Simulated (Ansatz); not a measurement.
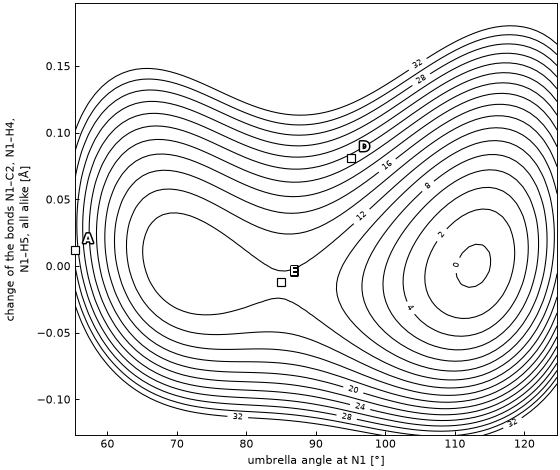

CH₄NS, SMILES NC[S-], charge −1. Coordinates scanned: (1) umbrella angle at N1 (between each of its bonds and their common axis; 90 is planar); (2) change of the bonds N1–C2, N1–H4, N1–H5, all alike. Nothing is relaxed (all other coordinates rigid). The grid has 15 × 15 points. Points are written as (first, second). Energies are in kcal/mol, from the lowest grid point. Method: RHF/def2-TZVPD (Ansatz 0.2.0).

Drawn: contour lines labelled in kcal/mol (none above 32), lettered points. Between grid points the surface is interpolated.

> Is E the lowest point of the computed grid?

No. E lies 11.8 kcal/mol above the lowest grid point, which is at (114.8°, 0.012 Å).

> Rank the lettered points by energy, lowest first.

E (11.8 kcal/mol), D (21.3 kcal/mol), A (27.2 kcal/mol).
